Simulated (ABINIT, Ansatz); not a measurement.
# MoS2 (P-6m2): phonons by linear response

How does MoS2 (P-6m2) vibrate, and is this structure a minimum?

Method: DFT LDA, scalar-relativistic, plane waves, PseudoDojo norm-conserving pseudopotentials, in ABINIT 10.8.3.

### 1. Set-up

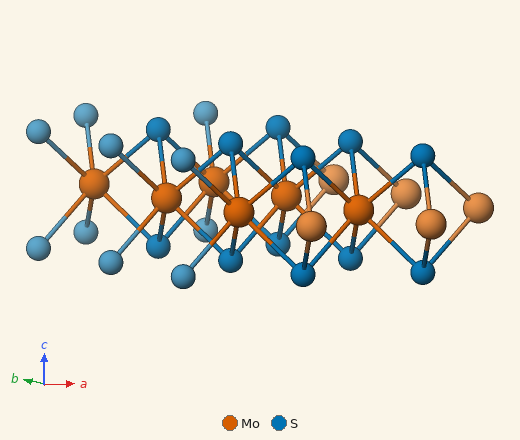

The starting structure, seen from a free direction (molybdenum orange, sulfur blue). 2×3×1 cells are drawn. Some periodic images of atoms are drawn too.

The cell holds 3 atoms: 1 Mo and 2 S. Cell: a = 3.170 Å, b = 3.170 Å, c = 16.100 Å, α = 90.0°, β = 90.0°, γ = 120.0°. Vacuum lies along c.

### 2. A probe with smearing

A first run with smearing and empty bands tells whether the crystal has a gap, which decides between fixed occupations and smearing later on.

Input file probe.abi:

```
# ground state
tolvrs 1.0d-08
prtden 1
prtwf 1

# basis, mesh and filling
ecut 36.0
ngkpt 6 6 1
nshiftk 1
shiftk 0.0 0.0 0.0
istwfk *1
occopt 7
tsmear 0.005
nband 20
nstep 100
diemac 9.0
prtebands 0
prtgsr 0
useylm 1

# cell and atoms
acell 5.990431237 5.990431237 30.42459061
rprim 
    1.0 0.0 0.0
    -0.5 0.8660254038 0.0
    0.0 0.0 1.0
ntypat 2
znucl 42 16
natom 3
typat 1 2 2
xred 
    1/3 2/3 0.5
    2/3 1/3 0.5962730000
    2/3 1/3 0.4037270000
pp_dirpath "./pseudo"
pseudos "Mo.upf, S.upf"
```

On the command line:

```sh
OMP_NUM_THREADS=1 mpirun -n 7 abinit probe.abi > probe.log
```

Numbers of over 12 decimals in the logs are rounded to 6 here.

probe.abo, the main output file:

```text
[banners, grids, parts of the stress and lines that vanish by symmetry left out]
- input  file    -> probe.abi
- output file    -> probe.abo
- root for input  files -> probei
[...]
Symmetries : space group P-6 m 2 (#187); Bravais hP (primitive hexag.)
[...]
mpw =        9786          nfft =      233280          nkpt =           7
[...]
== DATASET  1 ==================================================================
[...]
cutoff_energies: {ecut:  36.0, pawecutdg:  -1.0, }
[...]
ETOT  1  -92.301547548490    -9.230E+01 8.319E-02 1.905E+03
 ETOT  2  -90.891227247441     1.410E+00 8.512E-03 3.351E+04
 ETOT  3  -92.585953123096    -1.695E+00 6.436E-03 9.912E+01
 ETOT  4  -92.589961837888    -4.009E-03 8.606E-04 6.643E+01
 ETOT  5  -92.590039815719    -7.798E-05 3.842E-04 2.789E+01
[...]
ETOT 15  -92.590562440420    -7.930E-12 6.264E-06 3.420E-08
 ETOT 16  -92.590562440421    -5.969E-13 2.708E-06 2.744E-09
 At SCF step   16       vres2   =  2.74E-09 < tolvrs=  1.00E-08 =>converged.
[...]
sigma(1 1)=  7.00629512E-05  sigma(3 2)=  0.00000000E+00
  sigma(2 2)=  7.00629511E-05  sigma(3 1)=  0.00000000E+00
  sigma(3 3)=  3.43939566E-05  sigma(2 1)=  0.00000000E+00
[...]
convergence: {deltae: -5.969E-13, res2:  2.744E-09, residm:  2.708E-06, diffor: null, }
etotal    :  -9.25905624E+01
[...]
sigma(1 1)=  7.00629512E-05  sigma(3 2)=  0.00000000E+00
  sigma(2 2)=  7.00629511E-05  sigma(3 1)=  0.00000000E+00
  sigma(3 3)=  3.43939566E-05  sigma(2 1)=  0.00000000E+00
[...]
- sigma(1 1)=  2.06132319E+00  sigma(3 2)=  0.00000000E+00
- sigma(2 2)=  2.06132319E+00  sigma(3 1)=  0.00000000E+00
- sigma(3 3)=  1.01190514E+00  sigma(2 1)=  0.00000000E+00
[...]
fcart     -4.7945711937E-28 -2.7681469693E-28 -0.0000000000E+00
           strten      7.0062951172E-05  7.0062951135E-05  3.4393956551E-05
================================================================================

[key lines of the parts left out:]
pressure_GPa:  -1.7115E+00
```

The job ended after 18 s (7 MPI ranks of Arm Neoverse V1, shared host; 2.1 min of CPU time).

This step gave:

```
gap on the k-mesh : 1.655 eV
area per atom     : 2.901 Å²
```

A gap of 1.7 eV opens on this mesh, so the crystal is taken as an insulator.

### 3. Rough relaxation

The typed start is rough, so a first relaxation with smearing and loose thresholds takes it towards rest cheaply.

Input file prerelax.abi:

```
# relaxation
ionmov 2
optcell 9
dilatmx 1.15
chkdilatmx 0
ntime 40
tolmxf 3.0d-04
tolvrs 1.0d-10
prtwf 0
prtden 0
chksymtnons 0

# basis, mesh and filling
ecut 36.0
ecutsm 3.0
ngkpt 6 6 1
nshiftk 1
shiftk 0.0 0.0 0.0
istwfk *1
occopt 7
tsmear 0.005
nband 20
nstep 100
diemac 9.0
prtebands 0
prtgsr 0
useylm 1

# cell and atoms
acell 5.990431237 5.990431237 30.42459061
rprim 
    1.0 0.0 0.0
    -0.5 0.8660254038 0.0
    0.0 0.0 1.0
ntypat 2
znucl 42 16
natom 3
typat 1 2 2
xred 
    1/3 2/3 0.5
    2/3 1/3 0.5962730000
    2/3 1/3 0.4037270000
pp_dirpath "./pseudo"
pseudos "Mo.upf, S.upf"
```

On the command line:

```sh
OMP_NUM_THREADS=1 mpirun -n 7 abinit prerelax.abi > prerelax.log
```

prerelax.abo, the main output file:

```text
[banners, grids, parts of the stress and lines that vanish by symmetry left out]
- input  file    -> prerelax.abi
- output file    -> prerelax.abo
- root for input  files -> prerelaxi
[...]
Symmetries : space group P-6 m 2 (#187); Bravais hP (primitive hexag.)
[...]
mpw =       14891          nfft =      307200          nkpt =           7
[...]
== DATASET  1 ==================================================================
[...]
cutoff_energies: {ecut:  36.0, pawecutdg:  -1.0, }
[...]
ETOT  1  -92.295341257790    -9.230E+01 1.037E-01 2.823E+03
 ETOT  2  -90.805174636933     1.490E+00 7.546E-03 4.702E+04
 ETOT  3  -92.585702920077    -1.781E+00 6.710E-03 1.748E+02
 ETOT  4  -92.589545360347    -3.842E-03 2.401E-03 1.103E+02
 ETOT  5  -92.589698852059    -1.535E-04 9.847E-04 3.786E+01
[...]
At SCF step   19       vres2   =  3.16E-11 < tolvrs=  1.00E-10 =>converged.
[...]
ETOT 18  -92.591363367138    -6.352E-12 7.084E-07 1.706E-11
 At SCF step   18       vres2   =  1.71E-11 < tolvrs=  1.00E-10 =>converged.
[...]
sigma(1 1)= -2.54685438E-07  sigma(3 2)=  0.00000000E+00
  sigma(2 2)= -2.54685475E-07  sigma(3 1)=  0.00000000E+00
  sigma(3 3)= -3.85090396E-07  sigma(2 1)=  0.00000000E+00
[...]
convergence: {deltae: -6.352E-12, res2:  1.706E-11, residm:  7.084E-07, diffor: null, }
etotal    :  -9.25913634E+01
[...]
At Broyd/MD step   5, gradients are converged :
[...]
sigma(1 1)= -2.54685438E-07  sigma(3 2)=  0.00000000E+00
  sigma(2 2)= -2.54685475E-07  sigma(3 1)=  0.00000000E+00
  sigma(3 3)= -3.85090396E-07  sigma(2 1)=  0.00000000E+00
[...]
- sigma(1 1)= -7.49310429E-03  sigma(3 2)=  0.00000000E+00
- sigma(2 2)= -7.49310537E-03  sigma(3 1)=  0.00000000E+00
- sigma(3 3)= -1.13297506E-02  sigma(2 1)=  0.00000000E+00
[...]
fcart     -3.6531029450E-28 -2.1091199686E-28 -0.0000000000E+00
           strten     -2.5468543810E-07 -2.5468547501E-07 -3.8509039602E-07
================================================================================

[key lines of the parts left out:]
pressure_GPa:   8.7720E-03
Total energy (etotal) [Ha]= -9.25913633671383E+01
```

Elapsed: 1.7 min, on 7 MPI ranks; 12 min of CPU time.

The steps of the relaxation:

```tsv
step	energy less that of the first step (eV)	largest force (eV/Å)	volume (Å³)
1	0.0000	0.2669	140.11
2	-0.0077	0.1726	139.54
3	-0.0226	0.2112	137.04
4	-0.0236	0.1841	136.91
5	-0.0269	0.0031	135.76
```

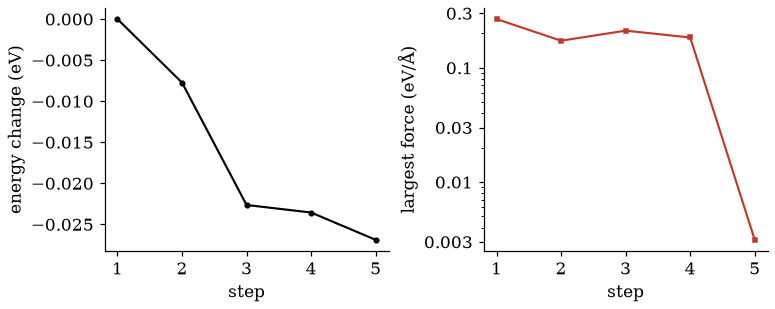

Energy and largest force along the relaxation.

```tsv
cell as run	before	after	change
a (Å)	3.170	3.120	-1.6 %
b (Å)	3.170	3.120	-1.6 %
```

Final coordinates:

```xyz
3
Lattice="3.1204 0.0000 0.0000 -1.5602 2.7023 0.0000 0.0000 0.0000 16.1000" Properties=species:S:1:pos:R:3
Mo    0.0000    1.8016    8.0500
S     1.5602    0.9008    9.6032
S     1.5602    0.9008    6.4968
```

This step gave:

```
gap on the k-mesh : 1.862 eV
area per atom     : 2.811 Å²
```

The volume changes by -3.1 % in this run and stands -3.1 % from the first cell.

### 4. Relaxing the cell and atoms

The in-plane cell and the atoms are brought to rest; the spacing across the vacuum is kept.

Input file relax.abi:

```
# relaxation
ionmov 2
optcell 9
dilatmx 1.08
ntime 40
tolmxf 1.0d-05
tolvrs 1.0d-14
prtwf 0
prtden 0
chksymtnons 0

# basis, mesh and filling
ecut 44.0
ecutsm 3.0
ngkpt 9 9 1
nshiftk 1
shiftk 0.0 0.0 0.0
istwfk *1
occopt 1
nband 13
nstep 100
diemac 9.0
prtebands 0
prtgsr 0
useylm 1

# cell and atoms
acell 5.896675268 5.896675268 30.42459061
rprim 
    1.0 0.0 0.0
    -0.5 0.8660254038 0.0
    0.0 0.0 1.0
ntypat 2
znucl 42 16
natom 3
typat 1 2 2
xred 
    1/3 2/3 0.5
    2/3 1/3 0.5964722168
    2/3 1/3 0.4035277832
pp_dirpath "./pseudo"
pseudos "Mo.upf, S.upf"
```

On the command line:

```sh
OMP_NUM_THREADS=1 mpirun -n 8 abinit relax.abi > relax.log
```

relax.abo, the main output file:

```text
[banners, grids, parts of the stress and lines that vanish by symmetry left out]
- input  file    -> relax.abi
- output file    -> relax.abo
- root for input  files -> relaxi
[...]
Symmetries : space group P-6 m 2 (#187); Bravais hP (primitive hexag.)
[...]
mpw =       16167          nfft =      320000          nkpt =          12
[...]
== DATASET  1 ==================================================================
[...]
-    --> not optimal distribution: autoparal keyword recommended in input file <--
[...]
cutoff_energies: {ecut:  44.0, pawecutdg:  -1.0, }
[...]
ETOT  1  -91.978710802682    -9.198E+01 1.570E-01 7.986E+03
 ETOT  2  -89.289407050828     2.689E+00 2.329E-02 9.579E+04
 ETOT  3  -92.507977249711    -3.219E+00 4.036E-02 2.796E+03
 ETOT  4  -92.577260708988    -6.928E-02 2.514E-03 7.398E+02
 ETOT  5  -92.591182552261    -1.392E-02 8.660E-04 1.211E+01
[...]
At SCF step   27       vres2   =  1.51E-15 < tolvrs=  1.00E-14 =>converged.
[...]
sigma(1 1)= -2.98610751E-07  sigma(3 2)=  0.00000000E+00
  sigma(2 2)= -2.98610788E-07  sigma(3 1)=  0.00000000E+00
  sigma(3 3)=  5.00731142E-08  sigma(2 1)=  0.00000000E+00
[...]
convergence: {deltae: -4.505E-12, res2:  1.512E-15, residm:  8.560E-15, diffor: null, }
etotal    :  -9.25917424E+01
[...]
ETOT  1  -92.591741689304    -9.259E+01 2.025E-10 7.568E-02
[...]
At SCF step   18       vres2   =  2.80E-15 < tolvrs=  1.00E-14 =>converged.
[...]
sigma(1 1)= -2.59382410E-07  sigma(3 2)=  0.00000000E+00
  sigma(2 2)= -2.59382447E-07  sigma(3 1)=  0.00000000E+00
  sigma(3 3)=  6.45094495E-08  sigma(2 1)=  0.00000000E+00
[...]
convergence: {deltae: -2.363E-11, res2:  2.797E-15, residm:  3.600E-20, diffor: null, }
etotal    :  -9.25917425E+01
[...]
ETOT  1  -92.591700585361    -9.259E+01 1.495E-08 4.161E+00
[...]
At SCF step   20       vres2   =  1.79E-15 < tolvrs=  1.00E-14 =>converged.
[...]
sigma(1 1)=  2.01176972E-08  sigma(3 2)=  0.00000000E+00
  sigma(2 2)=  2.01176603E-08  sigma(3 1)=  0.00000000E+00
  sigma(3 3)=  1.36417917E-07  sigma(2 1)=  0.00000000E+00
[...]
convergence: {deltae: -5.940E-12, res2:  1.791E-15, residm:  2.450E-19, diffor: null, }
etotal    :  -9.25917425E+01
[...]
ETOT  1  -92.591742382927    -9.259E+01 2.440E-11 9.170E-03
[...]
At SCF step   17       vres2   =  5.52E-16 < tolvrs=  1.00E-14 =>converged.
[...]
sigma(1 1)=  2.40781875E-08  sigma(3 2)=  0.00000000E+00
  sigma(2 2)=  2.40781506E-08  sigma(3 1)=  0.00000000E+00
  sigma(3 3)=  1.11154081E-07  sigma(2 1)=  0.00000000E+00
[...]
convergence: {deltae: -7.134E-12, res2:  5.516E-16, residm:  5.241E-20, diffor: null, }
etotal    :  -9.25917425E+01
[...]
ETOT  1  -92.591742338138    -9.259E+01 4.428E-11 1.511E-02
[...]
ETOT 15  -92.591742473187    -2.657E-12 1.252E-18 2.645E-14
 ETOT 16  -92.591742473202    -1.475E-11 4.216E-19 5.554E-15
 At SCF step   16       vres2   =  5.55E-15 < tolvrs=  1.00E-14 =>converged.
[...]
sigma(1 1)=  5.27648198E-09  sigma(3 2)=  0.00000000E+00
  sigma(2 2)=  5.27644507E-09  sigma(3 1)=  0.00000000E+00
  sigma(3 3)=  4.20575737E-09  sigma(2 1)=  0.00000000E+00
[...]
convergence: {deltae: -1.475E-11, res2:  5.554E-15, residm:  4.216E-19, diffor: null, }
etotal    :  -9.25917425E+01
[...]
At Broyd/MD step   5, gradients are converged :
[...]
sigma(1 1)=  5.27648198E-09  sigma(3 2)=  0.00000000E+00
  sigma(2 2)=  5.27644507E-09  sigma(3 1)=  0.00000000E+00
  sigma(3 3)=  4.20575737E-09  sigma(2 1)=  0.00000000E+00
[...]
- sigma(1 1)=  1.55239459E-04  sigma(3 2)=  0.00000000E+00
- sigma(2 2)=  1.55238373E-04  sigma(3 1)=  0.00000000E+00
- sigma(3 3)=  1.23737654E-04  sigma(2 1)=  0.00000000E+00
[...]
fcart      1.2175984684E-28  7.0298080347E-29 -0.0000000000E+00
           strten      5.2764819757E-09  5.2764450667E-09  4.2057573654E-09
================================================================================

[key lines of the parts left out:]
pressure_GPa:  -1.4474E-04
Total energy (etotal) [Ha]= -9.25917424732015E+01
```

Wall time 2.4 min (8 MPI ranks).

Little changed from the start: no atom moved by 0.005 Å and no cell edge by 0.1 %.

The volume changes by +0.0 % in this run and stands -3.1 % from the first cell.

### 5. Ground state

First-order wavefunctions inherit every error of the ground state, hence the very tight tolvrs.

Input file gs.abi:

```
# ground state
tolvrs 1.0d-16
prtden 1
prtwf 1

# basis, mesh and filling
ecut 36.0
ngkpt 9 9 1
nshiftk 1
shiftk 0.0 0.0 0.0
istwfk *1
occopt 1
nband 13
nstep 100
diemac 9.0
prtebands 0
prtgsr 0
useylm 1

# cell and atoms
acell 5.897171726 5.897171726 30.42459061
rprim 
    1.0 0.0 0.0
    -0.5 0.8660254038 0.0
    0.0 0.0 1.0
ntypat 2
znucl 42 16
natom 3
typat 1 2 2
xred 
    1/3 2/3 0.5
    2/3 1/3 0.5964652847
    2/3 1/3 0.4035347153
pp_dirpath "./pseudo"
pseudos "Mo.upf, S.upf"
```

On the command line:

```sh
OMP_NUM_THREADS=1 mpirun -n 8 abinit gs.abi > gs.log
```

gs.abo, the main output file:

```text
[banners, grids, parts of the stress and lines that vanish by symmetry left out]
- input  file    -> gs.abi
- output file    -> gs.abo
- root for input  files -> gsi
[...]
Symmetries : space group P-6 m 2 (#187); Bravais hP (primitive hexag.)
[...]
mpw =        9498          nfft =      184320          nkpt =          12
[...]
== DATASET  1 ==================================================================
[...]
-    --> not optimal distribution: autoparal keyword recommended in input file <--
[...]
cutoff_energies: {ecut:  36.0, pawecutdg:  -1.0, }
[...]
ETOT  1  -91.984925397046    -9.198E+01 1.418E-01 4.764E+03
 ETOT  2  -89.513930032888     2.471E+00 2.751E-02 5.199E+04
 ETOT  3  -92.523614468909    -3.010E+00 4.372E-02 1.394E+03
 ETOT  4  -92.576646015400    -5.303E-02 4.406E-03 4.833E+02
 ETOT  5  -92.590278340742    -1.363E-02 7.054E-04 4.056E+01
[...]
ETOT 28  -92.591599575518    -2.383E-11 3.694E-16 2.083E-16
 ETOT 29  -92.591599575524    -6.651E-12 1.773E-16 1.758E-17
 At SCF step   29       vres2   =  1.76E-17 < tolvrs=  1.00E-16 =>converged.
[...]
sigma(1 1)=  2.31686622E-06  sigma(3 2)=  0.00000000E+00
  sigma(2 2)=  2.31686618E-06  sigma(3 1)=  0.00000000E+00
  sigma(3 3)=  2.33246475E-06  sigma(2 1)=  0.00000000E+00
[...]
convergence: {deltae: -6.651E-12, res2:  1.758E-17, residm:  1.773E-16, diffor: null, }
etotal    :  -9.25915996E+01
[...]
sigma(1 1)=  2.31686622E-06  sigma(3 2)=  0.00000000E+00
  sigma(2 2)=  2.31686618E-06  sigma(3 1)=  0.00000000E+00
  sigma(3 3)=  2.33246475E-06  sigma(2 1)=  0.00000000E+00
[...]
- sigma(1 1)=  6.81645575E-02  sigma(3 2)=  0.00000000E+00
- sigma(2 2)=  6.81645564E-02  sigma(3 1)=  0.00000000E+00
- sigma(3 3)=  6.86234822E-02  sigma(2 1)=  0.00000000E+00
[...]
fcart      4.8703938738E-28  2.8119232140E-28 -0.0000000000E+00
           strten      2.3168662172E-06  2.3168661802E-06  2.3324647517E-06
================================================================================

[key lines of the parts left out:]
pressure_GPa:  -6.8318E-02
```

The job ended after 25 s (8 MPI ranks).

### 6. The gap at rest

Empty bands on the ground state's density check that the gap assumed so far is there in this cell.

Input file gap.abi:

```
# empty bands on the ground state's density
iscf -2
getden_filepath "gso_DEN"
tolwfr 1.0d-12
nbdbuf 2
prtwf 0

# basis, mesh and filling
ecut 36.0
ngkpt 9 9 1
nshiftk 1
shiftk 0.0 0.0 0.0
istwfk *1
occopt 1
nband 17
nstep 100
diemac 9.0
prtebands 0
prtgsr 0
useylm 1

# cell and atoms
acell 5.897171726 5.897171726 30.42459061
rprim 
    1.0 0.0 0.0
    -0.5 0.8660254038 0.0
    0.0 0.0 1.0
ntypat 2
znucl 42 16
natom 3
typat 1 2 2
xred 
    1/3 2/3 0.5
    2/3 1/3 0.5964652847
    2/3 1/3 0.4035347153
pp_dirpath "./pseudo"
pseudos "Mo.upf, S.upf"
```

On the command line:

```sh
OMP_NUM_THREADS=1 mpirun -n 8 abinit gap.abi > gap.log
```

gap.abo, the main output file:

```text
[banners, grids, parts of the stress and lines that vanish by symmetry left out]
- input  file    -> gap.abi
- output file    -> gap.abo
- root for input  files -> gapi
[...]
Symmetries : space group P-6 m 2 (#187); Bravais hP (primitive hexag.)
[...]
mpw =        9498          nfft =      184320          nkpt =          12
[...]
== DATASET  1 ==================================================================
[...]
-    --> not optimal distribution: autoparal keyword recommended in input file <--
[...]
cutoff_energies: {ecut:  36.0, pawecutdg:  -1.0, }
[...]
-outvars: echo values of variables after computation
            acell      5.8971717260E+00  5.8971717260E+00  3.0424590610E+01 Bohr
================================================================================
```

It took 12 s on 8 MPI ranks.

In this cell the gap on the mesh is 1.9 eV, direct, so fixed occupations hold.

(Continued in part 2 of 4.)

[Host names and launcher messages were left out of these logs when they were recorded.]

[Logs are printed without paths, hosts, clocks, repeated set-up lines and the standing remarks that a program may print on its own settings, such as how far it seeks lower states.]

[Hosts, paths, dates, database ids (printed as entryN), source tags and the programs' standing remarks are cut or masked in the printed files.]
